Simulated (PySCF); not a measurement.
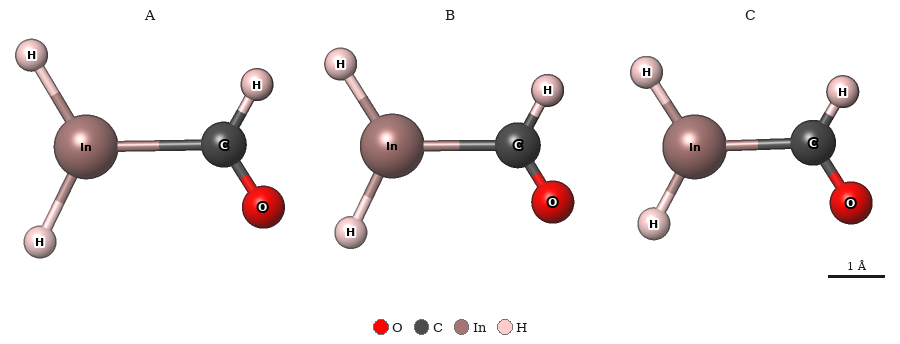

3 geometries from one relaxation of CH₃InO, in shuffled order. A ball-and-stick model, seen at a tilt.

It is one of the separated reactants of a reaction.

Method: RKS PBE-D4/def2-SVP, density fitting in PySCF. 

Question: Put them in the order of the run, from the start to the converged end.

Answer: A, C, B. They are steps 0, 2, 10, at +1.176 eV, +0.599 eV relative to the last. After 10 geometry steps the energy has fallen by 1.176 eV. The largest move after the best rigid fit is that of an H atom, 0.26 Å. By element the largest moves are H 0.26 Å, O 0.21 Å, In 0.11 Å, C 0.11 Å. Near-neighbour distances that change, for instance: C–In 2.509 → 2.287 Å, H–In 1.938 → 1.759 Å, C–O 1.345 → 1.212 Å, C–H 1.254 → 1.141 Å. Bond angles that change, for instance: C–In–H 119.5° → 121.6°. The run took 53 s on 2 threads of Intel Xeon @ 2.60GHz, on a shared host.
